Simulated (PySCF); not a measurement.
# MP2/def2-SVPD run of SiCNClF2 (SMILES N#C[Si](F)(F)Cl)

What is the vertical ionisation energy of SiCNClF2 at MP2/def2-SVPD? The job is set up through a Python script.

The results are computed with PySCF 2.14.0.

## 1. The molecule

The species is SiCNClF2 (6 atoms), meant as a singlet with charge 0. As SMILES, `N#C[Si](F)(F)Cl`. Geometry: relaxed at PBE0-D4/def2-TZVP.

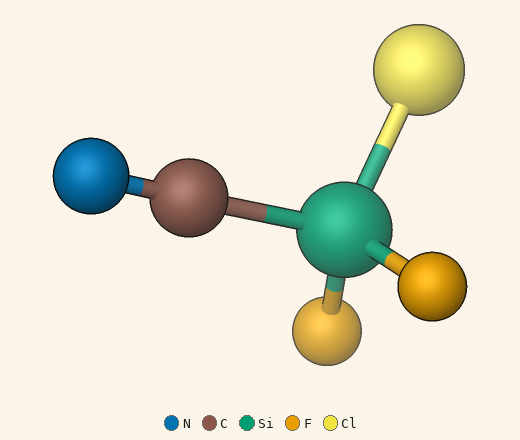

The structure, seen from a chosen angle (nitrogen blue, carbon brown, silicon teal, fluorine amber, chlorine yellow).

## 2. The energy at MP2/def2-SVPD

File input.xyz:

```xyz
6
CClF2NSi
N      1.925400    -1.092200     1.077400
C      1.030100    -0.609300     0.540000
Si    -0.394400     0.176700    -0.290300
F     -1.487900    -0.920300    -0.527700
F      0.087600     0.719200    -1.679000
Cl    -1.118900     1.661900     0.833400
```

File calc.py:

```python
from pyscf import gto, mp

system = gto.M(
    atom='input.xyz',
    basis='def2-svpd',
    spin=0,
    max_memory=1860,
    verbose=4,
)

mf = system.RHF()
mf.conv_tol = 1e-10
mf.kernel()
if not mf.converged:
    mf = mf.newton().run(mf.mo_coeff, mf.mo_occ)

pt = mp.MP2(mf, frozen=14).run()
etot = pt.e_tot
print(f'total energy: {etot:.8f} hartree')
```

Started as:

```
OMP_NUM_THREADS=1 python calc.py
```

What it wrote:

```text
PySCF version 2.14.0

[... 62 lines left out ...]
converged SCF energy = -1039.35762135385
[... 1 line left out ...]
******** <class 'pyscf.mp.mp2.RMP2'> ********
nocc = 17, nmo = 123
frozen orbitals 14
E(RMP2) = -1040.26371162332  E_corr = -0.906090269463057
E(SCS-RMP2) = -1040.22919417719  E_corr = -0.871572823333899
E_corr(same-spin) = -0.248925576948195
E_corr(oppo-spin) = -0.657164692514862
total energy: -1040.26371162 hartree
```

It took 6 s on 1 thread of Arm Neoverse V2, shared host; peak memory 0.6 GiB.

## 3. The doublet cation

File input.py:

```python
from pyscf import gto, mp

system = gto.Mole()
system.atom = '''
N      1.925400    -1.092200     1.077400
C      1.030100    -0.609300     0.540000
Si    -0.394400     0.176700    -0.290300
F     -1.487900    -0.920300    -0.527700
F      0.087600     0.719200    -1.679000
Cl    -1.118900     1.661900     0.833400
'''
system.spin = 1
system.charge = 1
system.basis = 'def2-svpd'
system.max_memory = 1860
system.verbose = 3
system.build()

hf = system.UHF()
hf.conv_tol = 1e-10
hf.kernel()
if not hf.converged:
    hf = hf.newton().run(hf.mo_coeff, hf.mo_occ)

pt = mp.MP2(hf, frozen=14).run()
e_tot = pt.e_tot
print('E = %.10f Eh' % e_tot)
```

Started as:

```
OMP_NUM_THREADS=1 python input.py
```

What it wrote:

```text
converged SCF energy = -1038.90618542264  <S^2> = 0.76001112  2S+1 = 2.0099862
E(UMP2) = -1039.74762737149  E_corr = -0.841441948841691
E(SCS-UMP2) = -1039.71827987874  E_corr = -0.812094456098569
E = -1039.7476273715 Eh
```

Run time: 22 s. Hardware: 1 thread of Arm Neoverse V2, shared host; peak memory 0.64 GiB.

## 4. Results

At MP2/def2-SVPD, 14 core orbitals frozen:

```
                                                                  quantity           value
                                            singlet SiCNClF2: total energy  -1040.26371 Eh
                    singlet SiCNClF2: dipole moment (Hartree–Fock density)          2.07 D
                     singlet SiCNClF2: HOMO energy (Hartree–Fock orbitals)       -13.87 eV
                     singlet SiCNClF2: LUMO energy (Hartree–Fock orbitals)         1.93 eV
                   singlet SiCNClF2: HOMO–LUMO gap (Hartree–Fock orbitals)        15.81 eV
            singlet SiCNClF2: correlation energy (14 core orbitals frozen)      -906.1 mEh
                                              doublet cation: total energy  -1039.74763 Eh
doublet cation: HOMO energy (Hartree–Fock orbitals) (highest over α and β)       -18.99 eV
 doublet cation: LUMO energy (Hartree–Fock orbitals) (lowest over α and β)       -10.80 eV
              doublet cation: correlation energy (14 core orbitals frozen)      -841.4 mEh
                         doublet cation: ⟨S²⟩ of the reference determinant           0.760
                        vertical ionisation energy (to the doublet cation)       14.043 eV
```

In words: Removing an electron at fixed nuclei costs 14.04 eV (324 kcal/mol). Mulliken charges (singlet SiCNClF2) of the mean-field density run from -0.82 on F4 to +2.41 on Si3; in a basis this large or diffuse they mean little.
